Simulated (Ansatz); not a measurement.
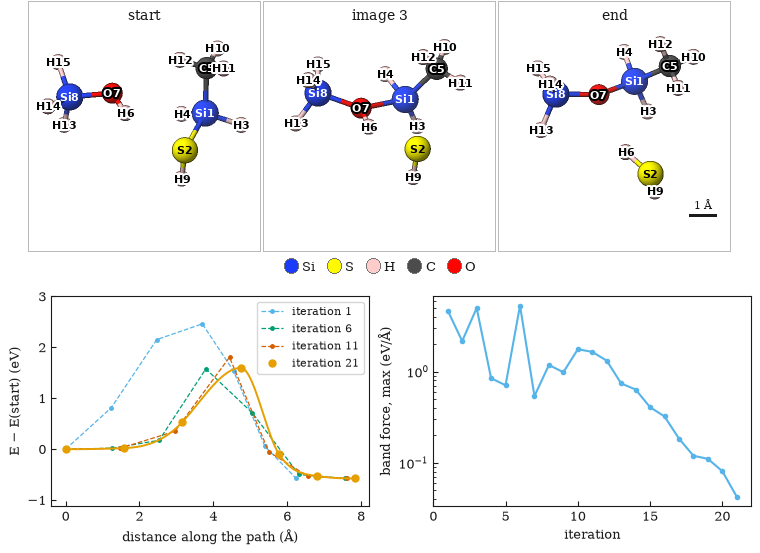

A nudged-elastic-band calculation for CH$_{10}$OSSi$_{2}$, made up of CH6SSi and SiH$_{4}$O. Images are numbered from 0 (start) to 6 (end). The plot follows the band through its iterations. Style: ball-and-stick. Shown face on.

These are results of RHF/def2-SVP (Ansatz), not measurements. Settings: 5 movable images; climbing image; force threshold 0.05 eV/Å; iteration limit 60; starting path through a guess of the saddle point.

> Did the band converge, and can the barrier be trusted?

The run is converged, with reservations. The band converged in 21 iterations. The largest component of the band force went from 4.7 to 0.043 eV/Å. The climbing image converged on the top of the path. Its vibrational analysis gives 2 imaginary modes over 30i cm⁻¹, so it isn't confirmed as a transition state. The first iteration put the highest image at 2.46 eV. The energy climbs by 1.60 eV to image 3 and then falls by 2.17 eV, so the end point sits at −0.58 eV.

Limits of the set-up: the start holds two separate molecules, 2.6 Å apart at their closest, whose relative position is a soft coordinate and is computed without a dispersion correction; Hartree-Fock leaves out electron correlation.

Cost: 4.5 min on 2 threads of Arm Neoverse V1, with other jobs on the host, peak memory 0.32 GiB.
